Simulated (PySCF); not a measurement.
# C₂H₆Ge₂O: core binding energies at several levels of theory

Aim: compute the core binding energies of C₂H₆Ge₂O (`C#[C][GeH2][O][GeH3]`) at several levels, and see how far they spread and what each costs.

Computed with PySCF 2.14.0, with density-fitted response routines of our own, on a single molecule in the gas phase. Atoms are numbered from 0 throughout.

## 1. The molecule as given

11 atoms, charge 0, multiplicity 1; geometry from: PBE0-D3(BJ)/def2-SVP.

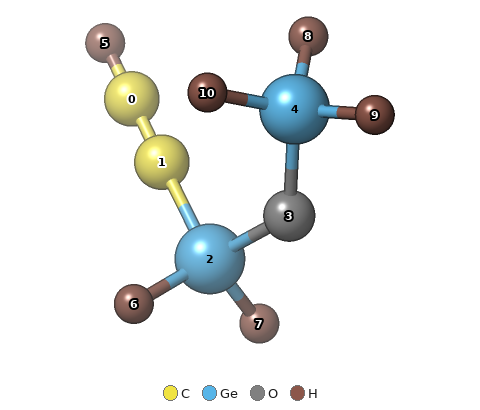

The starting geometry (carbon yellow, germanium blue, oxygen grey, hydrogen brown), atoms numbered.

## 2. X-ray photoelectron lines: SCAN, X2C

The job: settings as JSON, then the geometry in Å.

```
{"job": {"kind": "xps"}, "charge": 0, "multiplicity": 1}
C      2.167731     1.461903     0.104813
C      1.521848     0.432349     0.047768
Ge     0.457939    -1.147935    -0.044878
O     -1.151030    -0.774641     0.588409
Ge    -2.054941     0.760687     0.584606
H      2.741606     2.370462     0.156805
H      0.345118    -1.582312    -1.515013
H      1.053404    -2.239101     0.851351
H     -1.313759     1.798954     1.446668
H     -3.427684     0.416353     1.181368
H     -2.193014     1.267374    -0.865988
```

Level: delta-SCF UKS SCAN, pcX-2 on the ionised atom, pcseg-1 elsewhere, spin-free X2C.

Run with:

```console
$ OMP_NUM_THREADS=1 python probes_run.py task.json out
```

The driver reads the jobs from task.json and runs them one after another.

What it wrote:

```text
ground state, core basis on atom 0 (C), 157 functions
  cycle   1  E = -4342.75817532  |g| = 8.30e-01
  cycle   2  E = -4342.05792725  |g| = 1.96e+00
  cycle   3  E = -4342.87935607  |g| = 3.06e-01
  cycle   4  E = -4342.90280344  |g| = 8.21e-02
  cycle   5  E = -4342.90365798  |g| = 6.53e-02
  cycle   6  E = -4342.90474897  |g| = 1.41e-02
  cycle   7  E = -4342.90480124  |g| = 2.18e-03
  cycle   8  E = -4342.90480239  |g| = 3.74e-04
  E(ground) = -4343.17414538 Eh
hole in C 1s of atom 0
  cycle   1  E = -4331.64545454  |g| = 1.50e+00
  cycle   2  E = -4326.66144325  |g| = 2.78e+00
  cycle   3  E = -4331.33601739  |g| = 1.30e+00
  cycle   4  E = -4332.02575097  |g| = 6.34e-01
  cycle   5  E = -4332.16349857  |g| = 3.65e-01
  cycle   6  E = -4332.21572354  |g| = 1.40e-01
  cycle   7  E = -4332.22581291  |g| = 3.81e-02
  cycle   8  E = -4332.22680587  |g| = 1.18e-02
  cycle   9  E = -4332.22710672  |g| = 8.49e-03
  cycle  10  E = -4332.22729125  |g| = 4.57e-03
  cycle  11  E = -4332.22736373  |g| = 2.01e-03
  cycle  12  E = -4332.22736627  |g| = 1.13e-03
  cycle  13  E = -4332.22737139  |g| = 1.85e-04
  E(ion) = -4332.49593185 Eh   <S^2> = 0.8559   hole on atom = 1.000   binding energy = 290.569 eV
ground state, core basis on atom 1 (C), 157 functions
  cycle   1  E = -4342.90598237  |g| = 6.54e-02
  cycle   2  E = -4342.90380272  |g| = 9.65e-02
  cycle   3  E = -4342.90561808  |g| = 4.95e-02
  cycle   4  E = -4342.90628008  |g| = 4.30e-03
  cycle   5  E = -4342.90628545  |g| = 1.03e-03
  cycle   6  E = -4342.90628279  |g| = 4.42e-04
  E(ground) = -4343.17552937 Eh
hole in C 1s of atom 1
  cycle   1  E = -4331.65541125  |g| = 1.51e+00
  cycle   2  E = -4326.21629374  |g| = 2.79e+00
  cycle   3  E = -4331.38470908  |g| = 1.16e+00
  cycle   4  E = -4332.03704170  |g| = 6.48e-01
  cycle   5  E = -4332.20634653  |g| = 2.48e-01
  cycle   6  E = -4332.23066290  |g| = 8.87e-02
  cycle   7  E = -4332.23436031  |g| = 4.28e-02
  cycle   8  E = -4332.23541044  |g| = 1.26e-02
  cycle   9  E = -4332.23580986  |g| = 8.12e-03
  cycle  10  E = -4332.23601329  |g| = 4.81e-03
  cycle  11  E = -4332.23607858  |g| = 1.94e-03
  cycle  12  E = -4332.23608670  |g| = 7.84e-04
  cycle  13  E = -4332.23608612  |g| = 2.55e-04
  E(ion) = -4332.50429588 Eh   <S^2> = 0.8706   hole on atom = 1.000   binding energy = 290.379 eV
ground state, core basis on atom 3 (O), 157 functions
  cycle   1  E = -4342.93385443  |g| = 1.13e-01
  cycle   2  E = -4342.92915581  |g| = 1.70e-01
  cycle   3  E = -4342.93404407  |g| = 5.96e-02
  cycle   4  E = -4342.93463719  |g| = 2.20e-02
  cycle   5  E = -4342.93476014  |g| = 4.29e-03
  cycle   6  E = -4342.93476479  |g| = 4.09e-04
  E(ground) = -4343.20067389 Eh
hole in O 1s of atom 3
  cycle   1  E = -4322.34217515  |g| = 2.24e+00
  cycle   2  E = -4321.47586850  |g| = 2.39e+00
  cycle   3  E = -4323.01746763  |g| = 6.12e-01
  cycle   4  E = -4322.94425509  |g| = 6.25e-01
  cycle   5  E = -4323.18022351  |g| = 1.95e-01
  cycle   6  E = -4323.19988348  |g| = 4.78e-02
  cycle   7  E = -4323.20127503  |g| = 1.05e-02
  cycle   8  E = -4323.20132785  |g| = 2.18e-03
  cycle   9  E = -4323.20133254  |g| = 9.06e-04
  cycle  10  E = -4323.20133361  |g| = 3.93e-04
  E(ion) = -4323.46927519 Eh   <S^2> = 0.7645   hole on atom = 1.000   binding energy = 536.919 eV
```

It took 24 s on 1 thread of Arm Neoverse V1, shared host; peak memory 0.57 GiB.

Binding energies by hole, beside the orbital energy of the ground state; the difference holds orbital relaxation and, for a density functional, its self-interaction error:

| hole | stands for | environment | ΔSCF (eV) | −ε (eV) | ⟨S²⟩ |
| --- | --- | --- | --- | --- | --- |
| C1s on C0 | C0 | terminal alkyne carbon | 290.57 (doubtful) | 274.0 | 0.856 |
| C1s on C1 | C1 | alkyne carbon | 290.38 (doubtful) | 273.8 | 0.871 |
| O1s on O3 | O3 | oxygen bonded to 2 Ge | 536.92 | 516.3 | 0.765 |

Doubtful: the ion did not converge, its hole moved, or its ⟨S²⟩ is well above 0.75.

## 3. X-ray photoelectron lines: B3LYP, X2C

Settings changed since step 2:

```diff
@@ -1,2 +1,2 @@
-{"job": {"kind": "xps"}, "charge": 0, "multiplicity": 1}
+{"job": {"kind": "xps", "xc": "B3LYP"}, "charge": 0, "multiplicity": 1}
 C      2.167731     1.461903     0.104813
```

Level: delta-SCF UKS B3LYP, pcX-2 on the ionised atom, pcseg-1 elsewhere, spin-free X2C.

What it wrote:

```text
ground state, core basis on atom 0 (C), 157 functions
  cycle   1  E = -4343.00172602  |g| = 8.49e-01
  cycle   2  E = -4342.44458916  |g| = 1.82e+00
  cycle   3  E = -4343.13900237  |g| = 2.10e-01
  cycle   4  E = -4343.14947616  |g| = 6.79e-02
  cycle   5  E = -4343.15070883  |g| = 1.53e-02
  cycle   6  E = -4343.15075539  |g| = 1.03e-02
  cycle   7  E = -4343.15077832  |g| = 1.44e-03
  cycle   8  E = -4343.15077853  |g| = 1.72e-04
  E(ground) = -4343.15863535 Eh
hole in C 1s of atom 0
  cycle   1  E = -4331.89445301  |g| = 1.51e+00
  cycle   2  E = -4327.82530911  |g| = 2.81e+00
  cycle   3  E = -4331.86509638  |g| = 1.10e+00
  cycle   4  E = -4332.29511206  |g| = 6.20e-01
  cycle   5  E = -4332.44446203  |g| = 2.15e-01
  cycle   6  E = -4332.46199738  |g| = 8.23e-02
  cycle   7  E = -4332.46528609  |g| = 2.17e-02
  cycle   8  E = -4332.46556005  |g| = 5.09e-03
  cycle   9  E = -4332.46560739  |g| = 2.99e-03
  cycle  10  E = -4332.46563289  |g| = 1.40e-03
  cycle  11  E = -4332.46564357  |g| = 4.29e-04
  E(ion) = -4332.47346555 Eh   <S^2> = 0.7852   hole on atom = 1.000   binding energy = 290.758 eV
ground state, core basis on atom 1 (C), 157 functions
  cycle   1  E = -4343.15174347  |g| = 4.58e-02
  cycle   2  E = -4343.15122334  |g| = 5.01e-02
  cycle   3  E = -4343.15158219  |g| = 3.29e-02
  cycle   4  E = -4343.15185908  |g| = 3.92e-03
  cycle   5  E = -4343.15186421  |g| = 6.13e-04
  cycle   6  E = -4343.15186360  |g| = 1.69e-04
  E(ground) = -4343.15984227 Eh
hole in C 1s of atom 1
  cycle   1  E = -4331.90557580  |g| = 1.52e+00
  cycle   2  E = -4329.76540732  |g| = 2.40e+00
  cycle   3  E = -4332.27680160  |g| = 6.20e-01
  cycle   4  E = -4332.29253333  |g| = 6.63e-01
  cycle   5  E = -4332.47086710  |g| = 9.34e-02
  cycle   6  E = -4332.47469141  |g| = 3.13e-02
  cycle   7  E = -4332.47515960  |g| = 1.79e-02
  cycle   8  E = -4332.47537804  |g| = 5.58e-03
  cycle   9  E = -4332.47547633  |g| = 3.30e-03
  cycle  10  E = -4332.47552619  |g| = 1.15e-03
  cycle  11  E = -4332.47552746  |g| = 2.62e-04
  E(ion) = -4332.48334530 Eh   <S^2> = 0.7883   hole on atom = 1.000   binding energy = 290.522 eV
ground state, core basis on atom 3 (O), 157 functions
  cycle   1  E = -4343.17927416  |g| = 7.70e-02
  cycle   2  E = -4343.17802610  |g| = 9.40e-02
  cycle   3  E = -4343.17941209  |g| = 3.84e-02
  cycle   4  E = -4343.17967069  |g| = 7.34e-03
  cycle   5  E = -4343.17967986  |g| = 3.49e-03
  cycle   6  E = -4343.17968435  |g| = 2.69e-04
  E(ground) = -4343.18735793 Eh
hole in O 1s of atom 3
  cycle   1  E = -4322.60525443  |g| = 2.25e+00
  cycle   2  E = -4322.03663389  |g| = 2.30e+00
  cycle   3  E = -4323.38803309  |g| = 4.09e-01
  cycle   4  E = -4323.37253069  |g| = 3.84e-01
  cycle   5  E = -4323.45344452  |g| = 9.34e-02
  cycle   6  E = -4323.45753710  |g| = 2.13e-02
  cycle   7  E = -4323.45780920  |g| = 3.32e-03
  cycle   8  E = -4323.45781485  |g| = 5.35e-04
  cycle   9  E = -4323.45781453  |g| = 1.84e-04
  E(ion) = -4323.46552160 Eh   <S^2> = 0.7580   hole on atom = 1.000   binding energy = 536.659 eV
```

Wall time 44 s (1 thread of Arm Neoverse V1, shared host); peak memory 0.63 GiB.

Binding energies by hole, beside the orbital energy of the ground state; the difference holds orbital relaxation and, for a density functional, its self-interaction error:

| hole | stands for | environment | ΔSCF (eV) | −ε (eV) | ⟨S²⟩ |
| --- | --- | --- | --- | --- | --- |
| C1s on C0 | C0 | terminal alkyne carbon | 290.76 | 277.4 | 0.785 |
| C1s on C1 | C1 | alkyne carbon | 290.52 | 277.1 | 0.788 |
| O1s on O3 | O3 | oxygen bonded to 2 Ge | 536.66 | 520.5 | 0.758 |

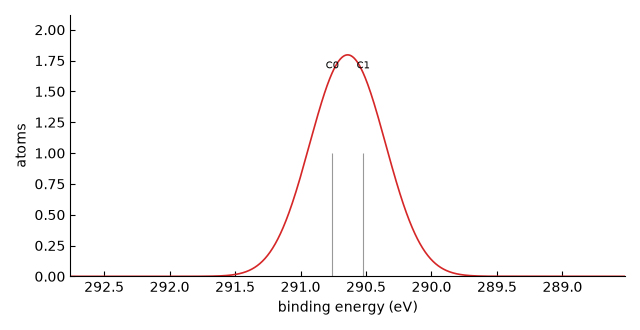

The C1s photoelectron lines, weighted by the number of atoms. Lines are broadened to a width of 0.60 eV (Gaussian).

## 4. Core-electron binding energies: PBE0, X2C

Settings changed since step 3:

```diff
@@ -1,2 +1,2 @@
-{"job": {"kind": "xps", "xc": "B3LYP"}, "charge": 0, "multiplicity": 1}
+{"job": {"kind": "xps", "xc": "PBE0"}, "charge": 0, "multiplicity": 1}
 C      2.167731     1.461903     0.104813
```

With the program's defaults for keys left out, this is: delta-SCF UKS PBE0, pcX-2 on the ionised atom, pcseg-1 elsewhere, spin-free X2C.

What it wrote:

```text
ground state, core basis on atom 0 (C), 157 functions
  cycle   1  E = -4342.20461498  |g| = 7.76e-01
  cycle   2  E = -4341.84930731  |g| = 1.51e+00
  cycle   3  E = -4342.32285718  |g| = 1.65e-01
  cycle   4  E = -4342.32933526  |g| = 4.87e-02
  cycle   5  E = -4342.32998889  |g| = 8.96e-03
  cycle   6  E = -4342.33000142  |g| = 6.37e-03
  cycle   7  E = -4342.33001302  |g| = 1.05e-03
  cycle   8  E = -4342.33001128  |g| = 1.29e-04
  E(ground) = -4342.33634648 Eh
hole in C 1s of atom 0
  cycle   1  E = -4331.09282293  |g| = 1.51e+00
  cycle   2  E = -4328.47834090  |g| = 2.53e+00
  cycle   3  E = -4331.30706171  |g| = 8.55e-01
  cycle   4  E = -4331.51015179  |g| = 6.02e-01
  cycle   5  E = -4331.65515156  |g| = 1.41e-01
  cycle   6  E = -4331.66325258  |g| = 4.98e-02
  cycle   7  E = -4331.66450763  |g| = 1.69e-02
  cycle   8  E = -4331.66475689  |g| = 5.89e-03
  cycle   9  E = -4331.66484755  |g| = 3.80e-03
  cycle  10  E = -4331.66492185  |g| = 1.30e-03
  cycle  11  E = -4331.66492634  |g| = 3.43e-04
  E(ion) = -4331.67121574 Eh   <S^2> = 0.8042   hole on atom = 1.000   binding energy = 290.213 eV
ground state, core basis on atom 1 (C), 157 functions
  cycle   1  E = -4342.33165049  |g| = 6.18e-02
  cycle   2  E = -4342.33109491  |g| = 5.23e-02
  cycle   3  E = -4342.33125021  |g| = 4.61e-02
  cycle   4  E = -4342.33179146  |g| = 1.37e-03
  cycle   5  E = -4342.33179157  |g| = 3.63e-04
  E(ground) = -4342.33821926 Eh
hole in C 1s of atom 1
  cycle   1  E = -4331.10273811  |g| = 1.52e+00
  cycle   2  E = -4330.20267318  |g| = 1.92e+00
  cycle   3  E = -4331.48355977  |g| = 6.56e-01
  cycle   4  E = -4331.63437855  |g| = 2.81e-01
  cycle   5  E = -4331.67225116  |g| = 5.38e-02
  cycle   6  E = -4331.67319807  |g| = 3.30e-02
  cycle   7  E = -4331.67378067  |g| = 7.67e-03
  cycle   8  E = -4331.67396974  |g| = 4.76e-03
  cycle   9  E = -4331.67410877  |g| = 1.43e-03
  cycle  10  E = -4331.67411624  |g| = 5.25e-04
  cycle  11  E = -4331.67411331  |g| = 7.38e-05
  E(ion) = -4331.68038566 Eh   <S^2> = 0.8104   hole on atom = 1.000   binding energy = 290.014 eV
ground state, core basis on atom 3 (O), 157 functions
  cycle   1  E = -4342.35924765  |g| = 9.76e-02
  cycle   2  E = -4342.35830766  |g| = 8.35e-02
  cycle   3  E = -4342.35904195  |g| = 5.75e-02
  cycle   4  E = -4342.35965593  |g| = 7.94e-03
  cycle   5  E = -4342.35967368  |g| = 3.34e-03
  cycle   6  E = -4342.35967458  |g| = 3.46e-04
  E(ground) = -4342.36587869 Eh
hole in O 1s of atom 3
  cycle   1  E = -4321.79900767  |g| = 2.25e+00
  cycle   2  E = -4321.39337449  |g| = 2.18e+00
  cycle   3  E = -4322.60279976  |g| = 3.64e-01
  cycle   4  E = -4322.60288125  |g| = 3.05e-01
  cycle   5  E = -4322.65274119  |g| = 7.35e-02
  cycle   6  E = -4322.65524244  |g| = 1.55e-02
  cycle   7  E = -4322.65538568  |g| = 2.45e-03
  cycle   8  E = -4322.65538952  |g| = 5.34e-04
  cycle   9  E = -4322.65538944  |g| = 1.63e-04
  E(ion) = -4322.66155986 Eh   <S^2> = 0.7595   hole on atom = 1.000   binding energy = 536.182 eV
```

Wall time 41 s (1 thread of Arm Neoverse V1, shared host); peak memory 0.63 GiB.

Binding energies by hole, beside the orbital energy of the ground state; the difference holds orbital relaxation and, for a density functional, its self-interaction error:

| hole | stands for | environment | ΔSCF (eV) | −ε (eV) | ⟨S²⟩ |
| --- | --- | --- | --- | --- | --- |
| C1s on C0 | C0 | terminal alkyne carbon | 290.21 | 278.8 | 0.804 |
| C1s on C1 | C1 | alkyne carbon | 290.01 | 278.6 | 0.810 |
| O1s on O3 | O3 | oxygen bonded to 2 Ge | 536.18 | 522.7 | 0.759 |

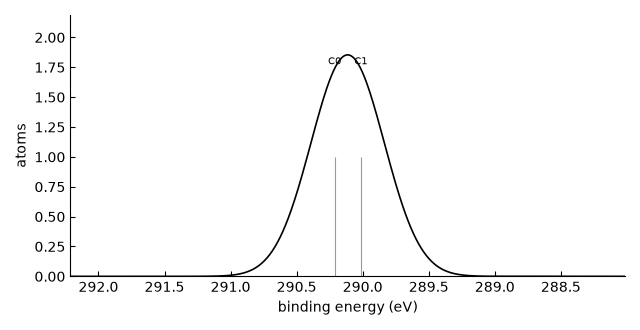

The C1s photoelectron lines, weighted by the number of atoms. Lines are broadened to a width of 0.60 eV (Gaussian).

## 5. Core holes by ΔSCF: PBE, X2C

Settings changed since step 4:

```diff
@@ -1,2 +1,2 @@
-{"job": {"kind": "xps", "xc": "PBE0"}, "charge": 0, "multiplicity": 1}
+{"job": {"kind": "xps", "xc": "PBE"}, "charge": 0, "multiplicity": 1}
 C      2.167731     1.461903     0.104813
```

With the program's defaults for keys left out, this is: delta-SCF UKS PBE, pcX-2 on the ionised atom, pcseg-1 elsewhere, spin-free X2C.

What it wrote:

```text
ground state, core basis on atom 0 (C), 157 functions
  cycle   1  E = -4342.05800764  |g| = 9.20e-01
  cycle   2  E = -4340.72186962  |g| = 2.54e+00
  cycle   3  E = -4342.19425347  |g| = 3.86e-01
  cycle   4  E = -4342.22965566  |g| = 1.58e-01
  cycle   5  E = -4342.23232901  |g| = 1.30e-01
  cycle   6  E = -4342.23654187  |g| = 2.53e-02
  cycle   7  E = -4342.23672391  |g| = 4.49e-03
  cycle   8  E = -4342.23672784  |g| = 8.86e-04
  cycle   9  E = -4342.23672693  |g| = 1.80e-04
  E(ground) = -4342.24547245 Eh
hole in C 1s of atom 0
  cycle   1  E = -4331.01535146  |g| = 1.52e+00
  cycle   2  E = -4325.52419053  |g| = 2.96e+00
  cycle   3  E = -4330.53882393  |g| = 1.42e+00
  cycle   4  E = -4331.33410237  |g| = 7.26e-01
  cycle   5  E = -4331.49308773  |g| = 4.49e-01
  cycle   6  E = -4331.57008550  |g| = 1.83e-01
  cycle   7  E = -4331.58749107  |g| = 4.37e-02
  cycle   8  E = -4331.58841854  |g| = 8.92e-03
  cycle   9  E = -4331.58847519  |g| = 4.11e-03
  cycle  10  E = -4331.58848638  |g| = 1.07e-03
  cycle  11  E = -4331.58848821  |g| = 7.18e-04
  cycle  12  E = -4331.58848782  |g| = 2.05e-04
  E(ion) = -4331.59717452 Eh   <S^2> = 0.7820   hole on atom = 1.000   binding energy = 289.755 eV
ground state, core basis on atom 1 (C), 157 functions
  cycle   1  E = -4342.23770874  |g| = 7.71e-02
  cycle   2  E = -4342.23561074  |g| = 9.45e-02
  cycle   3  E = -4342.23598428  |g| = 8.63e-02
  cycle   4  E = -4342.23790242  |g| = 8.71e-03
  cycle   5  E = -4342.23792250  |g| = 2.07e-03
  cycle   6  E = -4342.23792390  |g| = 4.62e-04
  E(ground) = -4342.24680221 Eh
hole in C 1s of atom 1
  cycle   1  E = -4331.02332014  |g| = 1.53e+00
  cycle   2  E = -4324.97326785  |g| = 2.98e+00
  cycle   3  E = -4330.58769881  |g| = 1.26e+00
  cycle   4  E = -4331.35134347  |g| = 7.33e-01
  cycle   5  E = -4331.55619793  |g| = 2.88e-01
  cycle   6  E = -4331.58530845  |g| = 1.40e-01
  cycle   7  E = -4331.59482473  |g| = 4.11e-02
  cycle   8  E = -4331.59559967  |g| = 8.81e-03
  cycle   9  E = -4331.59565042  |g| = 3.67e-03
  cycle  10  E = -4331.59566473  |g| = 1.10e-03
  cycle  11  E = -4331.59566602  |g| = 5.65e-04
  cycle  12  E = -4331.59566684  |g| = 1.83e-04
  E(ion) = -4331.60433255 Eh   <S^2> = 0.7849   hole on atom = 1.000   binding energy = 289.596 eV
ground state, core basis on atom 3 (O), 157 functions
  cycle   1  E = -4342.26482187  |g| = 1.23e-01
  cycle   2  E = -4342.26070867  |g| = 1.57e-01
  cycle   3  E = -4342.26360041  |g| = 9.85e-02
  cycle   4  E = -4342.26533397  |g| = 2.35e-02
  cycle   5  E = -4342.26547241  |g| = 7.68e-03
  cycle   6  E = -4342.26548926  |g| = 8.95e-04
  cycle   7  E = -4342.26548491  |g| = 2.32e-04
  E(ground) = -4342.27402630 Eh
hole in O 1s of atom 3
  cycle   1  E = -4321.71175747  |g| = 2.27e+00
  cycle   2  E = -4320.37205238  |g| = 2.67e+00
  cycle   3  E = -4322.31160107  |g| = 7.03e-01
  cycle   4  E = -4322.19974282  |g| = 7.46e-01
  cycle   5  E = -4322.52087552  |g| = 3.02e-01
  cycle   6  E = -4322.56655470  |g| = 6.88e-02
  cycle   7  E = -4322.56939936  |g| = 2.26e-02
  cycle   8  E = -4322.56962520  |g| = 3.87e-03
  cycle   9  E = -4322.56963409  |g| = 1.15e-03
  cycle  10  E = -4322.56963637  |g| = 2.51e-04
  E(ion) = -4322.57814565 Eh   <S^2> = 0.7576   hole on atom = 1.000   binding energy = 535.952 eV
```

It took 16 s on 1 thread of Arm Neoverse V1, shared host; peak memory 0.5 GiB.

The holes in one table. −ε is the ground-state orbital energy:

| hole | stands for | environment | ΔSCF (eV) | −ε (eV) | ⟨S²⟩ |
| --- | --- | --- | --- | --- | --- |
| C1s on C0 | C0 | terminal alkyne carbon | 289.75 | 269.5 | 0.782 |
| C1s on C1 | C1 | alkyne carbon | 289.60 | 269.3 | 0.785 |
| O1s on O3 | O3 | oxygen bonded to 2 Ge | 535.95 | 510.3 | 0.758 |

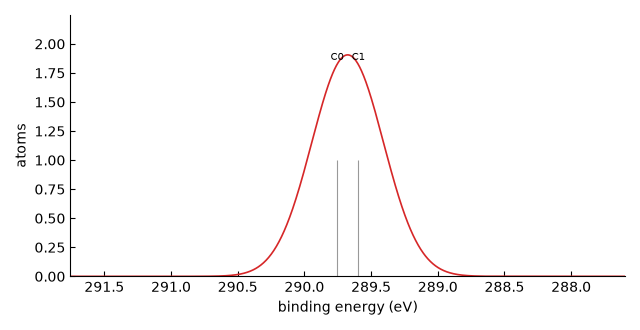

The C1s photoelectron lines, weighted by the number of atoms. Lines are broadened to a width of 0.60 eV (Gaussian).

## 6. Core holes by ΔSCF: HF, X2C

Settings changed since step 5:

```diff
@@ -1,2 +1,2 @@
-{"job": {"kind": "xps", "xc": "PBE"}, "charge": 0, "multiplicity": 1}
+{"job": {"kind": "xps", "xc": "HF"}, "charge": 0, "multiplicity": 1}
 C      2.167731     1.461903     0.104813
```

Level: delta-SCF UKS HF, pcX-2 on the ionised atom, pcseg-1 elsewhere, spin-free X2C.

What it wrote:

```text
ground state, core basis on atom 0 (C), 157 functions
  cycle   1  E = -4338.64967198  |g| = 6.06e-01
  cycle   2  E = -4338.71300016  |g| = 4.25e-01
  cycle   3  E = -4338.74836935  |g| = 7.19e-02
  cycle   4  E = -4338.75002299  |g| = 1.06e-02
  cycle   5  E = -4338.75006497  |g| = 2.67e-03
  cycle   6  E = -4338.75006714  |g| = 1.21e-03
  cycle   7  E = -4338.75006768  |g| = 4.09e-04
  E(ground) = -4338.75006768 Eh
hole in C 1s of atom 0
  cycle   1  E = -4327.49439825  |g| = 1.49e+00
  cycle   2  E = -4327.73691799  |g| = 9.67e-01
  cycle   3  E = -4328.04509061  |g| = 2.13e-01
  cycle   4  E = -4328.06521446  |g| = 5.61e-02
  cycle   5  E = -4328.06772902  |g| = 2.81e-02
  cycle   6  E = -4328.06995954  |g| = 2.59e-02
  cycle   7  E = -4328.07225361  |g| = 2.39e-02
  cycle   8  E = -4328.07794694  |g| = 1.83e-02
  cycle   9  E = -4328.08025733  |g| = 6.77e-03
  cycle  10  E = -4328.08012513  |g| = 7.73e-03
  cycle  11  E = -4328.08039350  |g| = 1.08e-03
  cycle  12  E = -4328.08039883  |g| = 1.88e-04
  E(ion) = -4328.08039883 Eh   <S^2> = 1.2273   hole on atom = 1.000   binding energy = 290.336 eV
ground state, core basis on atom 1 (C), 157 functions
  cycle   1  E = -4338.75341344  |g| = 2.86e-02
  cycle   2  E = -4338.75350162  |g| = 9.51e-03
  cycle   3  E = -4338.75351692  |g| = 5.95e-03
  cycle   4  E = -4338.75352537  |g| = 3.17e-04
  E(ground) = -4338.75352537 Eh
hole in C 1s of atom 1
  cycle   1  E = -4327.51467026  |g| = 1.49e+00
  cycle   2  E = -4327.71731997  |g| = 1.01e+00
  cycle   3  E = -4328.06089902  |g| = 2.29e-01
  cycle   4  E = -4328.08339488  |g| = 5.09e-02
  cycle   5  E = -4328.08564379  |g| = 2.74e-02
  cycle   6  E = -4328.08774088  |g| = 2.58e-02
  cycle   7  E = -4328.08996250  |g| = 2.42e-02
  cycle   8  E = -4328.09578430  |g| = 1.93e-02
  cycle   9  E = -4328.09838715  |g| = 1.49e-02
  cycle  10  E = -4328.09831060  |g| = 1.15e-02
  cycle  11  E = -4328.09900792  |g| = 1.91e-03
  cycle  12  E = -4328.09902645  |g| = 4.57e-04
  E(ion) = -4328.09902645 Eh   <S^2> = 1.2498   hole on atom = 1.000   binding energy = 289.924 eV
ground state, core basis on atom 3 (O), 157 functions
  cycle   1  E = -4338.78338411  |g| = 4.46e-02
  cycle   2  E = -4338.78361699  |g| = 1.59e-02
  cycle   3  E = -4338.78365550  |g| = 8.27e-03
  cycle   4  E = -4338.78366782  |g| = 7.51e-04
  cycle   5  E = -4338.78366802  |g| = 2.50e-04
  E(ground) = -4338.78366802 Eh
hole in O 1s of atom 3
  cycle   1  E = -4318.23233822  |g| = 2.21e+00
  cycle   2  E = -4318.74051535  |g| = 1.24e+00
  cycle   3  E = -4319.07933430  |g| = 1.03e-01
  cycle   4  E = -4319.08247739  |g| = 2.19e-02
  cycle   5  E = -4319.08285436  |g| = 1.36e-02
  cycle   6  E = -4319.08300678  |g| = 6.23e-03
  cycle   7  E = -4319.08305006  |g| = 1.56e-03
  cycle   8  E = -4319.08305302  |g| = 5.39e-04
  cycle   9  E = -4319.08305361  |g| = 3.24e-04
  E(ion) = -4319.08305361 Eh   <S^2> = 0.7712   hole on atom = 1.000   binding energy = 536.081 eV
```

Run time: 34 s. Hardware: 1 thread of Arm Neoverse V1, shared host; peak memory 0.64 GiB.

Binding energies by hole, beside the orbital energy of the ground state; the difference holds orbital relaxation and, for a density functional, its self-interaction error:

| hole | stands for | environment | ΔSCF (eV) | −ε (eV) | ⟨S²⟩ |
| --- | --- | --- | --- | --- | --- |
| C1s on C0 | C0 | terminal alkyne carbon | 290.34 (doubtful) | 306.3 | 1.227 |
| C1s on C1 | C1 | alkyne carbon | 289.92 (doubtful) | 305.8 | 1.250 |
| O1s on O3 | O3 | oxygen bonded to 2 Ge | 536.08 | 559.2 | 0.771 |

Doubtful: the ion did not converge, its hole moved, or its ⟨S²⟩ is well above 0.75.

(Part 1 of 2 ends here.)
